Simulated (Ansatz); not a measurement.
**singlet [BF2]+: levels of theory compared**

Wanted: a comparison of 6 runs (HSE06/cc-pVTZ, r2SCAN/cc-pVTZ, r2SCAN0/cc-pVTZ, RPA@PBE0/cc-pVTZ, MP2/cc-pVTZ, BCCD(T)/cc-pVTZ) of singlet [BF2]+. 

Program for the calculation: Ansatz 0.2.0.

39 further runs of the same task are left out: 39 set aside as unsound or not needed.

**1. The structure to begin with**

[BF2]+: 3 atoms, total charge +1, spin state singlet. SMILES of the parent species: `F[B]F`. Geometry: relaxed at PBE0-D4/def2-TZVP. That shape belongs to the parent species and isn't relaxed for this state.

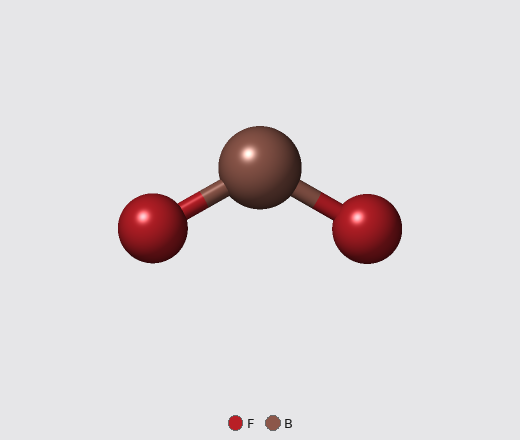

Viewed from a chosen angle; fluorine red, boron brown.

**2. The energy at HSE06/cc-pVTZ (run 1)**

File input.yaml:

```yaml
crystal:
  periodic: [false, false, false]
  atoms:
    - {symbol: F, position_ang: [0.513100, -1.044300, 0.160000]}
    - {symbol: B, position_ang: [0.279000, 0.240500, 0.181300]}
    - {symbol: F, position_ang: [-0.802900, 0.738900, -0.354600]}
basis:
  gaussian:
    orbitals: cc-pVTZ
accuracy: high
hamiltonian:
  xc: {name: HSE06}
total_charge: 1
output: {orbitals: {seedname: orbitals}}
```

Launch:

```console
$ ansatz run input.yaml --threads 1 --pin off --max-ram 3480MiB --events-out events.jsonl --progress --plain --runs-dir runs
```

Output:

```text
Warning: RAYON_NUM_THREADS=1 ignored (pool sized by the plan → 1); use --threads N
Functional definition: HSE06
  name "HSE06"
  parameter a = 0.25
  parameter omega = 0.11/bohr
  exchange = pbe_x - a*pbe_x_sr(omega) + a*exact_x_sr(omega)
  correlation = pbe_c
1422 factors; integrals over basis functions are off by at most 2.9e-9 eV
60 factors; integrals over basis functions are off by at most 1.3e-9 eV
mean field evaluation 1: about -6084.3098 eV, gradient 9.5e1 eV
mean field evaluation 2: about -6031.7803 eV, gradient 2.0e2 eV
mean field evaluation 4: about -6096.4618 eV, gradient 3.6e0 eV
mean field evaluation 8: about -6096.4812 eV, gradient 8.1e-2 eV
mean field evaluation 16: about -6096.4812 eV, gradient 7.5e-7 eV
mean field -6096.48121065 eV, -224.0415521480 hartree, gradient 2.0e-8 eV, S^2 0.000000; 0 other end points of the search recorded, 0 dependent functions left out
reference -6096.48121344 eV, -224.0415522506 hartree; 11, 11 occupied and 79, 79 virtual orbitals, 1422 factors
Total energy: -6096.48121344 eV, -224.0415522506 hartree
```

Run time: 2.8 s. Hardware: 1 thread of Arm Neoverse V2, shared host; peak memory 0.18 GiB.

**3. The energy at r2SCAN/cc-pVTZ (run 2)**

File job.yaml:

```yaml
crystal:
  periodic: [false, false, false]
  atoms:
    - {symbol: F, position_ang: [0.513100, -1.044300, 0.160000]}
    - {symbol: B, position_ang: [0.279000, 0.240500, 0.181300]}
    - {symbol: F, position_ang: [-0.802900, 0.738900, -0.354600]}
basis:
  gaussian:
    orbitals: cc-pVTZ
total_charge: 1
hamiltonian:
  xc: {name: r2SCAN}
accuracy: high
output: {orbitals: {seedname: orbitals}}
```

Launch:

```console
$ ansatz run job.yaml --threads 1 --pin off --max-ram 3480MiB --events-out events.jsonl --progress --plain --runs-dir runs
```

Output:

```text
Warning: RAYON_NUM_THREADS=1 ignored (pool sized by the plan → 1); use --threads N
Functional definition: r2SCAN
  name "r2SCAN"
  parameter k0 = 0.174
  parameter k1 = 0.065
  parameter a1 = 4.9479
  exchange = r2scan_x(k0 = k0, k1 = k1, a1 = a1)
  correlation = r2scan_c
1422 factors; integrals over basis functions are off by at most 2.9e-9 eV
mean field evaluation 1: about -6086.8762 eV, gradient 1.0e2 eV
mean field evaluation 2: about -6017.4888 eV, gradient 2.2e2 eV
mean field evaluation 4: about -6100.2772 eV, gradient 5.6e0 eV
mean field evaluation 8: about -6100.3210 eV, gradient 4.6e-1 eV
mean field evaluation 16: about -6100.3213 eV, gradient 4.1e-6 eV
mean field -6100.32134756 eV, -224.1826745766 hartree, gradient 6.6e-8 eV, S^2 0.000000; 0 other end points of the search recorded, 0 dependent functions left out
reference -6100.32134825 eV, -224.1826746019 hartree; 11, 11 occupied and 79, 79 virtual orbitals, 1422 factors
Total energy: -6100.32134825 eV, -224.1826746019 hartree
```

Run time: 4.5 s. Hardware: 1 thread of Arm Neoverse V2, shared host; peak memory 0.19 GiB.

Runs 3 to 5 aren't shown in full; the table further down has their settings and results.

**4. A single-point energy at BCCD(T)/cc-pVTZ (run 6)**

File run.yaml:

```yaml
crystal:
  periodic: [false, false, false]
  atoms:
    - {symbol: F, position_ang: [0.513100, -1.044300, 0.160000]}
    - {symbol: B, position_ang: [0.279000, 0.240500, 0.181300]}
    - {symbol: F, position_ang: [-0.802900, 0.738900, -0.354600]}
basis:
  gaussian: {orbitals: cc-pVTZ}
total_charge: 1
correlation: {method: bccd_t, frozen_orbitals: {B: 1, F: 1}}
accuracy: high
scf: {omitted_lower_state_checks: [cluster_reference, increment]}
```

Launch:

```console
$ ansatz run run.yaml --threads 1 --pin off --max-ram 3480MiB --events-out events.jsonl --progress --plain --runs-dir runs
```

Output:

```text
Warning: RAYON_NUM_THREADS=1 ignored (pool sized by the plan → 1); use --threads N
[... 11 lines left out ...]
3 core orbitals not correlated: weight in the atoms' cores, before any rotation towards them, 1.000 or more for the frozen orbitals, at most 0.000 for the correlated occupied ones
[... 24 lines left out ...]
Total energy: -6093.23500740 eV, -223.9222563788 hartree
Checks for a lower state left out: cluster_reference, increment
```

It took 8.4 s on 1 thread of Arm Neoverse V2, shared host; peak memory 0.55 GiB.

**5. The series**

```csv
run,level,frozen core orbitals,energy (Eh),wall time
1,HSE06/cc-pVTZ,–,-224.041552,2.8 s
2,r2SCAN/cc-pVTZ,–,-224.182675,4.5 s
3,r2SCAN0/cc-pVTZ,–,-224.147525,4.5 s
4,RPA@PBE0/cc-pVTZ,3,-224.106115,4.8 s
5,MP2/cc-pVTZ,3,-223.905078,1.3 s
6,BCCD(T)/cc-pVTZ,3,-223.922256,8.4 s
```

**6. What came out**

| quantity | value |
| --- | --- |
| run 6: total energy | -223.92226 Eh |
| run 6: correlation energy (3 core orbitals frozen) | -597.3 mEh |
| run 6: (T) correction | -23.14 mEh |

**Reading.** Over runs 1, 2, 3 the HOMO–LUMO gap runs from 5.79 eV (r2SCAN/cc-pVTZ) to 8.66 eV (r2SCAN0/cc-pVTZ). Totals of different functionals can't be ranked against each other. All runs together took 26 s, the longest 8.4 s.
